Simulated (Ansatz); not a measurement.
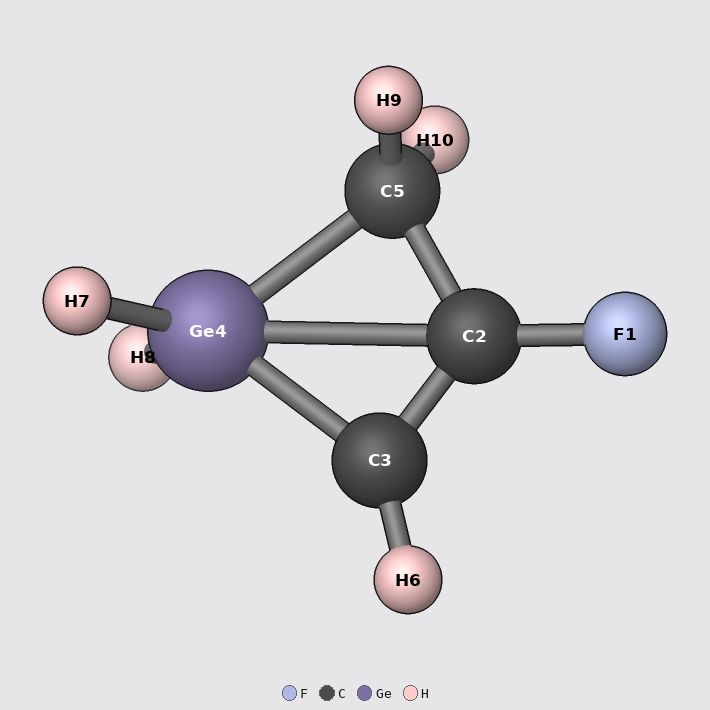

Computed geometry: PBE-D4/def2-SVP optimisation. No frequency run is at hand to confirm it as a minimum.

Estimate the angles F1–C2–Ge4, C2–C3–Ge4, C2–Ge4–C3, C2–Ge4–C5, C2–C5–Ge4, C2–C5–H9, C3–C2–C5, C3–Ge4–H7, Ge4–C2–C5, Ge4–C3–H6, Ge4–C5–H9, C5–Ge4–H7.

| angle | degrees |
| --- | --- |
| F1–C2–Ge4 | 177.9 |
| C2–C3–Ge4 | 89.9 |
| C2–Ge4–C3 | 34.8 |
| C2–Ge4–C5 | 39.1 |
| C2–C5–Ge4 | 83.5 |
| C2–C5–H9 | 114.4 |
| C3–C2–C5 | 112.7 |
| C3–Ge4–H7 | 117.6 |
| Ge4–C2–C5 | 57.4 |
| Ge4–C3–H6 | 141.9 |
| Ge4–C5–H9 | 116.7 |
| C5–Ge4–H7 | 116.1 |
